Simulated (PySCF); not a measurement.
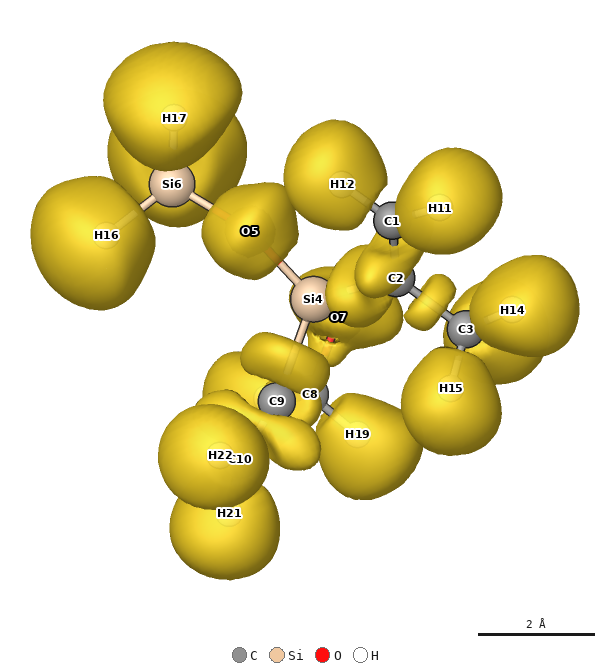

Figure. C$_{6}$H$_{12}$O$_{2}$Si$_{2}$. Isosurface of the ELF at 0.75 (yellow), seen at a tilt. Only the valence region is drawn (cores and ρ < 0.01 e/Å³ removed).

Geometry: GFN2-xTB.

The calculation used PBE0/pcSseg-1, SCF density, gas phase, non-relativistic in PySCF.

Input

```
{"job": {"kind": "nmr", "xc": "PBE0", "basis": "pcSseg-1"}, "charge": 0, "multiplicity": 1}
C      2.600487     0.827347     0.398352
C      1.790318    -0.101572    -0.088659
C      2.298032    -1.435166    -0.546832
Si    -0.061818     0.192833    -0.227744
O     -0.343140     1.737633     0.152873
Si    -1.280202     3.059696     0.278178
O     -0.749270    -0.304848    -1.662640
C     -1.643384    -1.274991    -1.108489
C     -1.314432    -1.103575     0.347738
C     -1.810231    -1.706855     1.409293
H      3.666350     0.674644     0.477578
H      2.222690     1.777854     0.731042
H      1.973685    -1.624391    -1.568391
H      3.384271    -1.478957    -0.504417
H      1.887213    -2.224996     0.081554
H     -2.294698     2.782899     1.295145
H     -0.326892     4.086258     0.692686
H     -1.888079     3.348897    -1.018500
H     -1.401952    -2.264212    -1.504516
H     -2.672303    -1.019810    -1.370201
H     -2.582545    -2.458796     1.333728
H     -1.464511    -1.470506     2.401371
```

Command:

```sh
OMP_NUM_THREADS=1 python probes_run.py task.json out
```

Identify the bonds, lone pairs and shells in this picture.

At this value the surface marks out four regions between bonded C–C atoms (shared pairs), two regions between bonded C–Si atoms (shared pairs), twelve regions around hydrogen nuclei, one region on O in which the atom's valence shell and bonds are merged and one region wrapped around O (its lone pairs, merged into a ring or cap). Along the contacts the grid gives the following. C–C (1.32 Å): the ELF peaks at about 0.90 between the atoms (a short, multiple covalent bond). C–O (1.43 Å): the ELF peaks at about 0.85 between the atoms (a polar covalent bond).
